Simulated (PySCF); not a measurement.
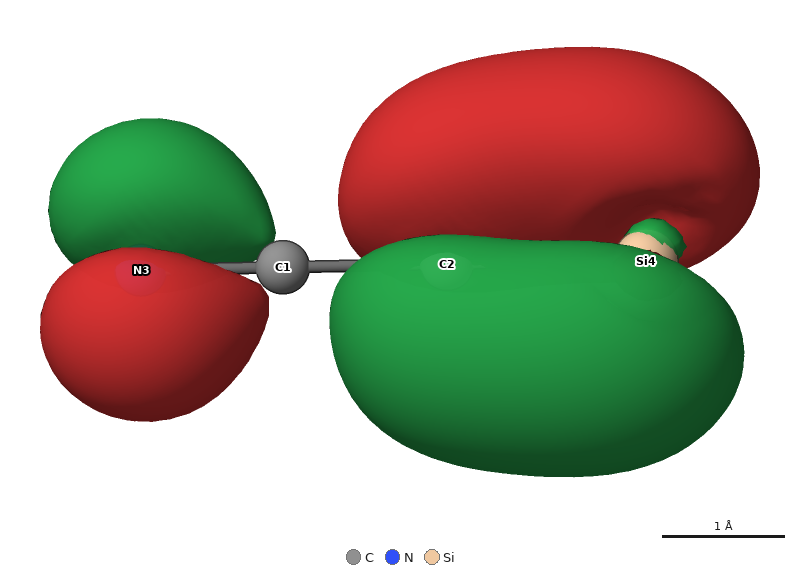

C$_{2}$NSi (charge −1). The HOMO at ±0.1 Å⁻³ᐟ² (green and red are the two phases), seen from one side.

Geometry: B3LYP-D3(BJ)/def2-SVPD.

Theory: Gaussian-basis quantum chemistry of an isolated molecule with PySCF, energy and nuclear gradient, functional PBE0 in PySCF.

> What is the character of this orbital?

It lies mainly on C2 (about 35 %), Si4 (about 35 %), N3 (about 20 %) and C1 (about 10 %); π-bonding across C2–Si4. It is one of a degenerate set, so its orientation is arbitrary. Its energy is −1.42 eV.
